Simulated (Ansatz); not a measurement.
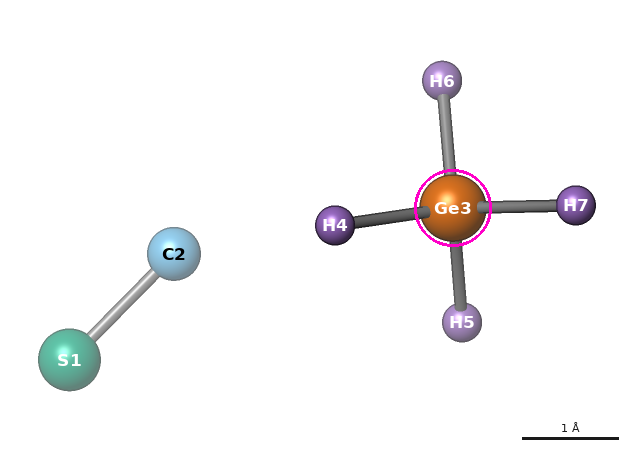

Orthographic view. Distant atoms are faded towards the background colour. The computed structure is the end point of a PBE-D4/def2-SVP optimisation. No frequency run is at hand to confirm it as a minimum.

Name the neighbours of the circled atom.

The circled atom is Ge3; it is bonded to H4, H5, H6, H7.

Which two atoms are farthest apart in space?

S1 and H7, 6.11 Å.

Of Ge3 and H5, which is nearer the viewer?

Ge3; the bond to H5 points away from the viewer, so it looks shorter than its 1.55 Å.
